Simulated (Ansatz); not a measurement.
**BN: pressure series**

Start from BN in the h-BN type structure (space group P6_3/mmc, No. 194; a = 2.506 Å, c = 6.616 Å; layered, stacked along the Cartesian z axis).

Cell and atoms are relaxed at each pressure.

Computed with Ansatz (a program for electronic structure) PBE-D3(BJ), no spin-orbit coupling, earlier PAW set.

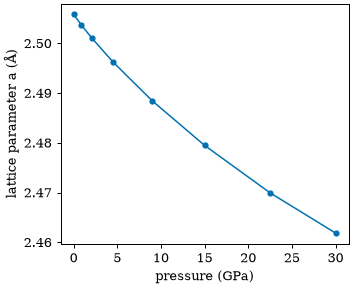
Fig. 1. Lattice parameter a against pressure

Problem. From the plot, what is the lattice parameter a for pressure 0.9 GPa?

Solution. About 2.504 Å.

Problem. Is the trend monotonic over the range shown?

Solution. Yes, it falls throughout, spanning 2.462 Å to 2.506 Å.

From pressure 22.5 GPa on, the axis ratios lie over 15 % from the base's, so the cell there is far from its starting form. Load acts through the strain it causes; cell and atoms are relaxed under it. No phonon test of stability was made. Competing high-pressure phases were not computed.
